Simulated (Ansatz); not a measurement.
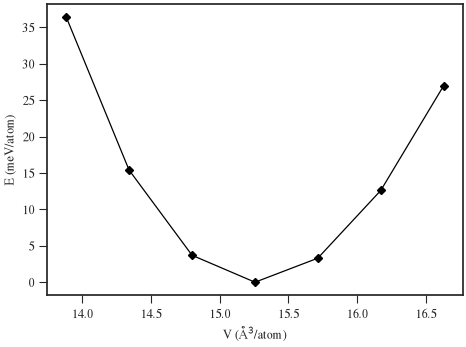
*LiCa2CuN2 in space group P4_2/mnm (No. 136; Li on 2a, Ca on 4d, Cu on 2b, N on 4f) under volume change, HSE06 in the plane-wave PAW code Ansatz, shape and atoms relaxed at each volume.*

Q: What does a third-order Birch–Murnaghan fit give for V₀, B₀ and B′?

A: V₀ = 15.26 Å³/atom, B₀ = 80.8 GPa, B′ = 4.0.

The workflow started from a Materials Project entry (that database holds measured and hypothetical structures alike); the Crystallography Open Database copy checked does not list it. With Li and Cu taken as one species the cell has the higher symmetry P4_2/mmc, so it may be an ordered model of a mixed-site phase. Its standing as an ambient phase is unchecked. The HSE06 relaxation kept the symmetry of its start; its stability against distortions is not shown here. The run is not spin-polarised.

Potentials: the later of the program's two PAW sets.
